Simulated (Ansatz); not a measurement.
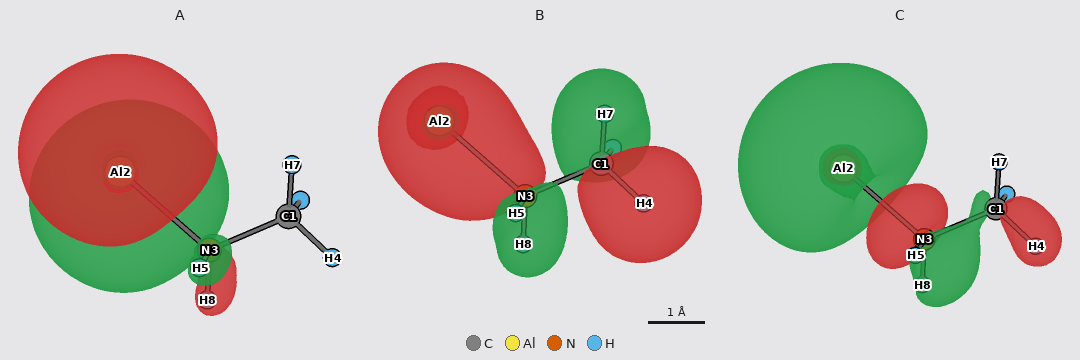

The picture shows: CH5AlN (SMILES C[NH2+][Al]) (charge +1). Three frontier orbitals at ±0.08 Å⁻³ᐟ² (green and red are the two phases), in no order.

Geometry: B3LYP-D3(BJ)/def2-SVP.

Computed with isolated molecule in a Gaussian basis; Kohn-Sham density functional theory, functional PBE0 in Ansatz 0.2.0.

```csv
atom,x (Å),y (Å),z (Å)
C,0.2186,-0.1423,-0.5598
Al,-0.3004,2.7711,-1.3926
N,0.3000,1.2407,0.0071
H,0.5306,-0.8933,0.1789
H,1.2588,1.4169,0.3370
H,-0.8161,-0.3536,-0.8645
H,0.8734,-0.2173,-1.4394
H,-0.2747,1.2930,0.8593
```

**Which picture is the HOMO−1, the HOMO and the LUMO?**

B is the HOMO−1 (−15.39 eV). It lies mainly on C1 (about 30 %), N3 (about 20 %), Al2 (about 20 %) and H4 (about 20 %). C is the HOMO (−12.22 eV). Its weight (Hirshfeld) is mainly on Al2 (about 80 %) and N3 (about 15 %). A is the LUMO (−6.68 eV). Its weight (Hirshfeld) is mainly on Al2 (about 90 %).

**What is the HOMO–LUMO gap?**

5.54 eV between the orbital energies.
